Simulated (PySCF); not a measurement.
SMILES CC(C)(C)[SiH2][SiH2][SeH], singlet at its GFN2-xTB optimised geometry (Å):

```
21

C      2.2837     0.1665     1.2536
C      1.7539    -0.5290     0.0000
C      2.2655    -1.9679    -0.0211
C      2.2784     0.2028    -1.2352
Si    -0.1653    -0.5290     0.0000
Si    -0.9496     1.6590     0.0000
Se    -3.2537     1.6644     0.0830
H      1.9309    -0.3339     2.1532
H      3.3735     0.1500     1.2657
H      1.9632     1.2065     1.2904
H      3.3553    -1.9875    -0.0224
H      1.9190    -2.5148     0.8530
H      1.9173    -2.4906    -0.9090
H      1.9180    -0.2678    -2.1478
H      1.9605     1.2446    -1.2376
H      3.3681     0.1832    -1.2552
H     -0.6268    -1.2893    -1.1716
H     -0.6287    -1.2748     1.1842
H     -0.5388     2.5148     1.1188
H     -0.7378     2.4437    -1.2164
H     -3.3735     0.7683     1.1933
```

Calculation: PySCF with B3LYP/def2-SVP. Cells within 0.4 Å of a nucleus heavier than hydrogen are left out (blank, or x).

Map of the deformation density (molecule minus spherical neutral atoms) (e/bohr³) on the plane z = 1.0 Å:

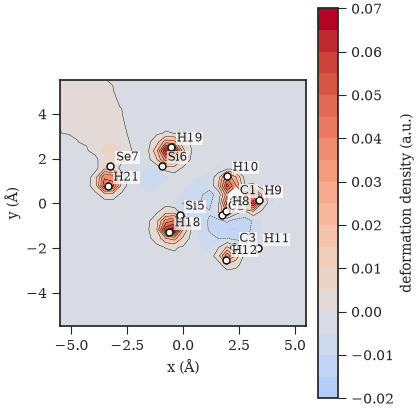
Figure: Deformation density (molecule minus spherical neutral atoms) (e/bohr³) on the plane z = 1.0 Å.
